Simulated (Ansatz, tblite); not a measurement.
Breaking a bond: SMILES [CH3][Mn](<-[C-]#[O+])(<-[C-]#[O+])(<-[C-]#[O+])(<-[C-]#[O+])<-[C-]#[O+] (C₆H₃MnO₅), singlet. The C2–O15 bond (C2 also carries Mn; O15 carries nothing else) is stretched with both fragments frozen at the PBE0/def2-SVP optimised geometry.

```
15

Mn    -0.0058     0.0803    -1.8335
C      0.0000     0.0000     0.0000
O     -2.9802     0.0820    -1.7875
C     -1.8407     0.0491    -1.8078
O     -0.0973     0.8424    -4.7093
C     -0.0591     0.5220    -3.6159
O      2.8881     0.7739    -1.7764
C      1.7872     0.4788    -1.8021
O      0.3376    -2.8251    -2.2528
C      0.2034    -1.7008    -2.0905
C     -0.2322     2.2158    -1.5473
H      0.0000     2.5024    -0.5120
H     -1.2606     2.5368    -1.7646
H      0.4426     2.7747    -2.2112
O      0.0000     0.0000     1.1401
```

- GFN2-xTB, 300 K electronic temperature (tblite)
- UKS-PBE = Ansatz (a quantum-chemistry and plane-wave program) with unrestricted PBE/def2-SVP
- RKS-PBE = Ansatz with restricted PBE/def2-SVP
- RKS-PBE0 = restricted PBE0/def2-SVP run with Ansatz
- UKS-PBE0 = Ansatz with unrestricted PBE0/def2-SVP

Energies are in mEh, each relative to the lowest point of its own curve near equilibrium.

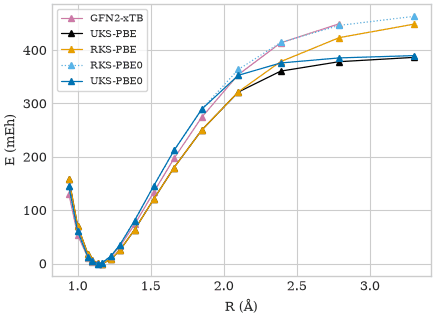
Energy against bond length for each method.

| R / Å | GFN2-xTB | UKS-PBE | RKS-PBE | RKS-PBE0 | UKS-PBE0 |
|---|---|---|---|---|---|
| 0.94 | 130.8 | 159.2 | 159.2 | 145.1 | 145.1 |
| 1.00 | 54.1 | 70.9 | 70.9 | 60.7 | 60.7 |
| 1.07 | 11.1 | 18.1 | 18.1 | 12.8 | 12.8 |
| 1.10 | 3.3 | 7.0 | 7.0 | 3.9 | 3.9 |
| 1.14 | 0.0 | 0.3 | 0.3 | 0.0 | 0.0 |
| 1.17 | 1.8 | 0.0 | 0.0 | 1.8 | 1.8 |
| 1.23 | 13.4 | 8.4 | 8.4 | 14.5 | 14.5 |
| 1.29 | 32.5 | 25.2 | 25.2 | 35.5 | 35.5 |
| 1.39 | 73.4 | 63.5 | 63.5 | 80.5 | 80.5 |
| 1.52 | 133.2 | 120.3 | 120.3 | 145.2 | 145.2 |
| 1.66 | 197.0 | 179.8 | 179.8 | 212.0 | 212.0 |
| 1.85 | 274.3 | 250.3 | 250.3 | 289.4 | 289.4 |
| 2.10 | 354.1 | 321.5 | 321.8 | 363.8 | 352.9 |
| 2.39 | 413.7 | 360.7 | 378.4 | 414.4 | 375.9 |
| 2.79 | 449.4 | 378.3 | 423.4 | 446.3 | 385.4 |
| 3.30 | — | 386.4 | 448.6 | 463.3 | 389.7 |

At the longest distance, 3.30 Å, RKS-PBE0 lies highest above its minimum (463.3 mEh) and UKS-PBE lowest (386.4 mEh).

Dashes: no converged value, or the column stops at the first point that the program doubted or that broke a chosen test of continuity, which isn't proof of a fault.

The unrestricted determinant behind UKS-PBE, UKS-PBE0 is spin-contaminated at 2.10 to 3.30 Å (<S²> up to 1.0, against 0.00 for a pure singlet). The restricted form behind RKS-PBE, RKS-PBE0 keeps the bonding electrons paired and can't separate into open-shell fragments.
